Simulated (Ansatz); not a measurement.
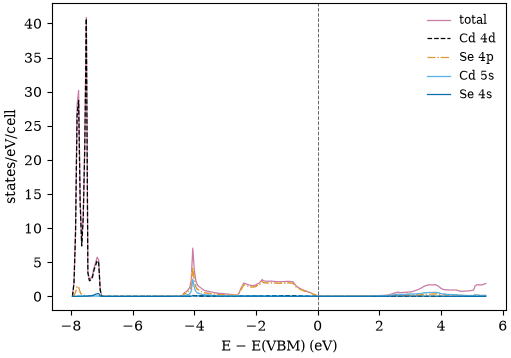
Fig. 1. Total and projected density of states of CdSe (zinc blende, space group No. 216), DFT-PBEsol in the program Ansatz with PAW potentials

Task: Which orbitals carry the states next to the gap?

Result: Top 1 eV of the valence band: Se 4p 90 %, Cd 4d 6 %. Bottom 1 eV of the conduction band: Cd 5s 53 %, Se 4p 28 %, Se 4s 16 %. Projections are on Löwdin-orthogonalised atomic valence shells; empty p or d shells of many metals are not among them.

Task: Where is the tallest occupied peak in this window, and what makes it?

Result: Near -7.5 eV, about 41 states/eV per cell; the largest projected share is Cd 4d.

Space group F-43m (zinc blende). The cell was relaxed with PBEsol under the symmetry of its start. Scalar-relativistic: spin–orbit coupling is off unless named, which matters more the heavier the elements.

Potentials: the later of the program's two PAW sets.
